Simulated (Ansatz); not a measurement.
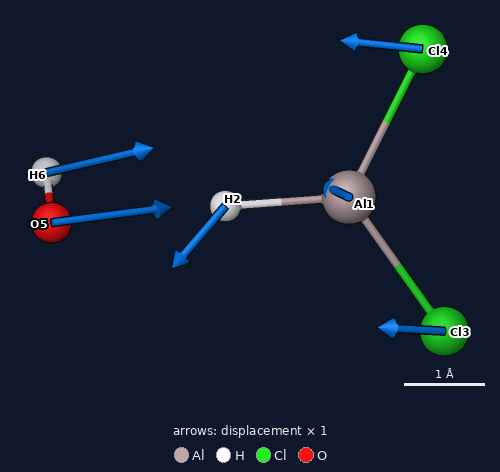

A relaxation of AlH2OCl2 (multiplicity 2). The starting structure is drawn; blue arrows show the displacements, at their true length. The two geometries are superimposed by the best rigid fit.

A ball-and-stick model, seen face on.

The run prepares an end point of a later path (reaction) calculation, from a guessed geometry.

Method: UKS PBE0/def2-SVP in Ansatz 0.2.0.

The input:
```yaml
crystal:
  periodic: [false, false, false]
  atoms:
    - { symbol: Al, position_ang: [0.005814, 0.008032, -0.127556] }
    - { symbol: H, position_ang: [-0.005956, -0.047047, 1.435336] }
    - { symbol: Cl, position_ang: [1.801047, 0.024607, -1.198403] }
    - { symbol: Cl, position_ang: [-1.789136, 0.014784, -1.203306] }
    - { symbol: O, position_ang: [0.013025, 0.002832, 3.643229] }
    - { symbol: H, position_ang: [-0.539194, -0.80431, 3.6078] }
magnetization:
  spin_polarized: true
  initial_magnetization: 1
basis:
  gaussian: { orbitals: def2-SVP }
hamiltonian:
  xc: pbe0
relax:
  f_tol: 0.03
  max_steps: 50
```

Launched with:
```bash
ansatz run input.yaml --threads 2 --pin off --max-ram 3072MiB --backend cpu --events-out ev --progress --plain --runs-dir out
```

Question: What did the optimiser do to the structure, and how much energy did it gain?

Answer: O5 moves most after the best rigid fit: 1.66 Å. Largest moves by element: O 1.66 Å, H 1.60 Å, Cl 1.09 Å, Al 0.92 Å. Near-neighbour distances that change, for instance: Al1–O5 3.771 → 2.018 Å, H2–O5 2.209 → 0.972 Å, Al1–H2 1.564 → 2.485 Å, Al1–Cl3 2.090 → 2.159 Å. New bonds form, among them: Al1–O5 (3.77 → 2.02 Å), H2–O5 (2.21 → 0.97 Å). Bonds break, among them: Al1–H2 (1.56 → 2.48 Å). Bond angles that change, for instance: Cl3–Al1–Cl4 118.2° → 115.6°. Over 29 accepted moves (34 points after the start) the energy falls by 61.1 kcal/mol. Largest force component: 0.15 eV/Å at the start, 0.019 eV/Å at the end. The line search rejected the trial steps at points 1, 8, 15, 29, 32 of the run.

Limits of the set-up: the start holds two separate molecules, 2.2 Å apart at their closest, whose relative position is a soft coordinate and is computed without a dispersion correction.
